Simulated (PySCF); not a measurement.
N-methylmethanimine, C2H5N, SMILES C=NC, singlet at its CAM-B3LYP/def2-SVP optimised geometry (Å):

```
8

C     -1.3685     0.7536     0.0002
N      0.0709     0.7849     0.0000
C      0.6980    -0.3067     0.0000
H     -1.7444     1.2953     0.8823
H     -1.7447     1.2963    -0.8812
H     -1.7972    -0.2685    -0.0003
H      0.1969    -1.2963     0.0000
H      1.7972    -0.3067     0.0000
```

Level of theory: CAM-B3LYP/def2-TZVP in PySCF 2.14.0.

Map of the log10 of the electron density (e/bohr³), floored at −4 on the plane z = 1.0 Å:

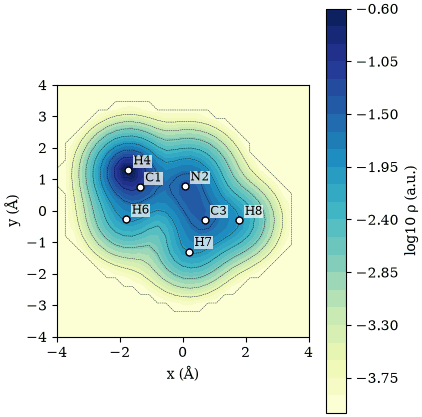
*Log10 of the electron density (e/bohr³), floored at −4 on the plane z = 1.0 Å.*
